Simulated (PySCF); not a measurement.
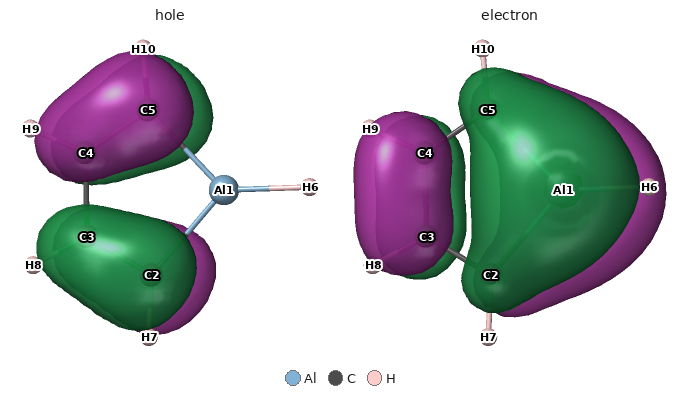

Figure 1: C4H5Al, SMILES `[AlH]1C=CC=C1`. Leading natural transition orbital pair of S₁ (TDA singlet states); the surfaces enclose about 78 % of each orbital's density.

PySCF calculation, PBE0/aug-cc-pVDZ, gas phase; geometry: GFN2-xTB. No frequency check shows the geometry to be a minimum.

Coordinates in Å:

```
Al1     -1.2831    0.0001    0.0000
C2       0.0480    1.4483    0.0000
C3       1.1951    0.7319    0.0000
C4       1.1947   -0.7324    0.0000
C5       0.0471   -1.4482    0.0000
H6      -2.8249    0.0021    0.0000
H7       0.1216    2.5305    0.0000
H8       2.1772    1.1980    0.0000
H9       2.1765   -1.1991    0.0000
H10      0.1202   -2.5304    0.0000
```

Question: Give its energy and the atoms that hole and electron lie on.

Answer: 3.31 eV (375 nm), f = 0.034; the leading pair carries 98 %; hole on C2 and C5 (27 % each), C3 and C4 (16 % each) and Al1 (6 %), electron on Al1 (50 %) and C2, C3, C4 and C5 (10 % each); their centroids lie 1.0 Å apart. In canonical orbitals it is mainly HOMO → LUMO (96 %). The HOMO–LUMO gap is 4.29 eV.
